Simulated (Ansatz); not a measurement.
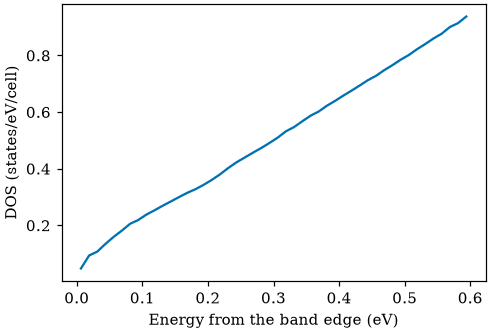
Fig. 1. Density of states of GaAlP2 (P-4m2) above the conduction band minimum, Ansatz (a first-principles code) with PBEsol, rigid bands; cell volume 81.2 Å³.

Problem. What effective density of states at 300 K does this give (∫ g(E) exp(−E/k_BT) dE, both spins, divided by the cell's size)?

Solution. 3.0e19 cm⁻³, a density-of-states mass of 1.13 mₑ, valleys and band degeneracy included.

Spin-orbit coupling is left out. Geometry: cell and atoms relaxed with PBEsol.

Computed structure, not matched to a measured one here, so possibly hypothetical: GaAlP2 (P-4m2).
